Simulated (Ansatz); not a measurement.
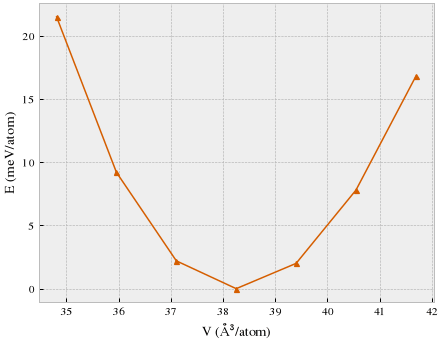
Ca (hcp (Mg type), P6_3/mmc) under volume change, LDA (plane waves, PAW; program Ansatz), shape and atoms relaxed at each volume.

What does a third-order Birch–Murnaghan fit give for V₀, B₀ and B′?

V₀ = 38.26 Å³/atom, B₀ = 19.5 GPa, B′ = 3.1.

The workflow started from an entry of the Crystallography Open Database (COD, 723 K), which files this formula under 3 space groups. It is not the phase usual at ambient conditions (space group No. 225). The LDA relaxation kept the symmetry of its start; its stability against distortions is not shown here.

Potentials: the later of the program's two PAW sets.
